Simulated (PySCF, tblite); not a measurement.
# C8H9NSi: geometry, infrared bands and NMR shifts

Aim: predict the infrared bands and NMR shifts of C8H9NSi (`C#CC[SiH2]c1ccccn1`).

Computed with tblite 0.8.0 and PySCF 2.14.0, with density-fitted response routines of our own, on a single molecule in the gas phase. Atoms count from 0, in the outputs and in this text.

### Step 1. The starting structure

19 atoms, charge 0, multiplicity 1; geometry from: force field or distance geometry start.

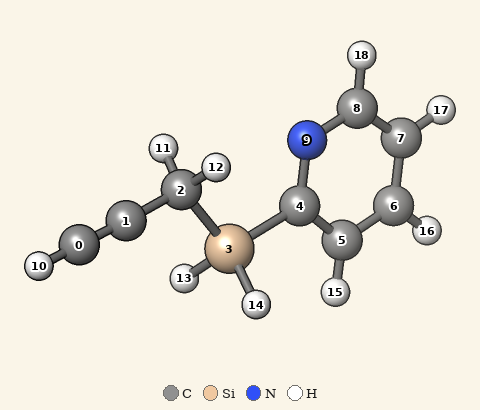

As it starts; carbon grey, silicon light orange, nitrogen blue, hydrogen white, atoms numbered.

### Step 2. Optimising the geometry with GFN2-xTB

Job settings and geometry (Å):

```
{"job": {"kind": "relax", "xc": "GFN2-xTB", "basis": "xTB"}, "charge": 0, "multiplicity": 1}
C      4.816300     0.340400    -0.041900
C      3.632200     0.374400     0.216900
C      2.214200     0.407100     0.576200
Si     1.078200    -0.268700    -0.762900
C     -0.722100    -0.194700    -0.241000
C     -1.749800    -0.649200    -1.082100
C     -3.061400    -0.551500    -0.639600
C     -3.319100    -0.008200     0.620300
C     -2.249400     0.413000     1.381000
N     -0.969700     0.338000     0.983000
H      5.844200     0.319200    -0.277400
H      2.042400    -0.154600     1.501900
H      1.912900     1.449200     0.791100
H      1.433000    -1.695700    -1.056500
H      1.251600     0.484900    -2.028100
H     -1.538400    -1.070700    -2.045700
H     -3.875800    -0.899300    -1.261300
H     -4.341300     0.067300     0.987600
H     -2.407800     0.850200     2.371100
```

Started as:

```
OMP_NUM_THREADS=1 python probes_run.py task.json out
```

This one command runs all jobs of the session in turn.

**Question.** This job is followed by: GFN2-xTB harmonic vibrations, gas phase; GIAO PBE0/pcSseg-1 NMR shielding, non-relativistic, gas phase. What will the session give for the following? strongest single infrared mode (GFN2-xTB); zero-point energy (GFN2-xTB); 13C shifts against TMS (PBE0/pcSseg-1); 1H shifts against TMS (PBE0/pcSseg-1, means over atoms taken as alike); 29Si shifts against TMS (PBE0/pcSseg-1); 15N shifts against NH3 (PBE0/pcSseg-1); surface potential, least and greatest.

As calculated:

| quantity | value |
| --- | --- |
| strongest single infrared mode (GFN2-xTB) | 2207 cm⁻¹, 465 km/mol |
| zero-point energy (GFN2-xTB) | 86.2 kcal/mol |
| 13C shifts against TMS (PBE0/pcSseg-1) | 167.1, 155.5, 139.6, 136.2, 128.4, 85.5, 72.8, 0.8 ppm |
| 1H shifts against TMS (PBE0/pcSseg-1, means over atoms taken as alike) | 9.01, 7.88, 7.72, 7.37, 4.91, 2.43, 1.28 ppm |
| 29Si shifts against TMS (PBE0/pcSseg-1) | -44.2 ppm |
| 15N shifts against NH3 (PBE0/pcSseg-1) | 376.5 ppm |
| surface potential, least and greatest | -1.24 V and 1.20 V |

What this shows: The optimisation took 62 steps and gained 0.110 eV; among the close pairs (by a distance rule), Si3–H13 changed most, from 1.499 to 1.469 Å. All 51 modes are real, so the xTB geometry is a minimum. The strongest single mode, at 2207 cm⁻¹, moves mainly H13 and H14. Unscaled tight-binding wavenumbers are off by several per cent, some by more. Its intensities can rank the bands wrongly. At PBE0/pcSseg-1: The widest tensor belongs to N9: span 747 ppm, with a paramagnetic part of -441 ppm. NICS(1)zz of -28 ppm above the planar ring from C4 marks a diatropic (aromatic) ring current. By nearest atom (PBE0/pcSseg-1), the HOMO sits on C0 25 %; N9 23 % and the LUMO on C4 23 %; N9 19 %.
